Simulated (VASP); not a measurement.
Band structure of AgAs (space group Pm-3m). These are PBE GGA, VASP's PBE PAW potentials (set 64) (plane waves; VASP 6.6.1) values and carry that method's errors.

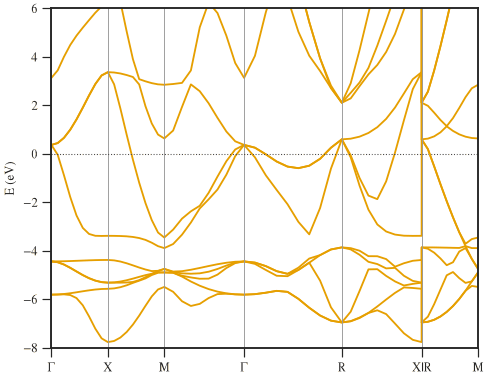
*Bands along high-symmetry lines, zero at the valence-band maximum or, without a gap, the Fermi level*

Read the plot: is there a gap, and where are the band edges?

It has no gap at this level: it comes out as a metal or semimetal.

The structure was generated: AgAs was put into an ordered model structure, which need not be its known phase. The cell was not relaxed at this level. The k-mesh is coarse (spacing up to 0.39 per Å, 2π included), so the numbers may not be converged in it.
